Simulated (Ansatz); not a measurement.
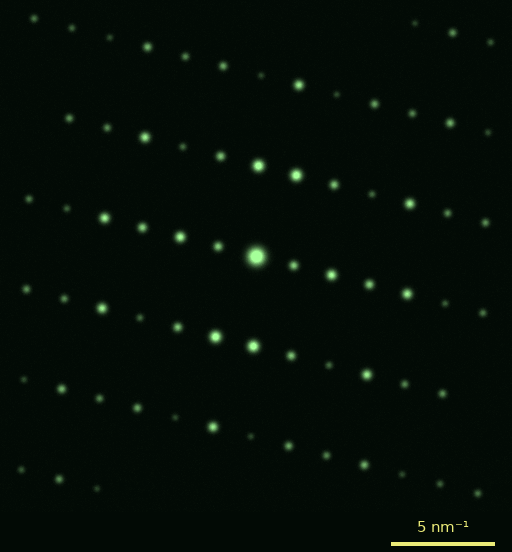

Simulated selected-area electron diffraction pattern (200 kV, kinematic approximation, thin crystal, B = 0.5 Å² for all atoms).

Q: Describe the geometry of this pattern.

A: The spots form a centred rectangular net whose two shortest vectors correspond to d = 5.28 Å and 2.28 Å, 77.5° apart.

Q: What is the point symmetry of the pattern, intensities included?

A: 2mm.

Q: What was simulated?

A: This cannot be fixed from one zone alone; the pattern is [110] of SiGe₂, space group I4_1/amd (No. 141), a = 3.30 Å, c = 21.12 Å. The net vectors are 0 0 4 and 1 -1 2. Structure: coordinates from a relaxation with DFT PBE, scalar-relativistic, plane waves, PAW in Ansatz 0.2.0; the starting structure was generated, so it need not be a known form of this composition.
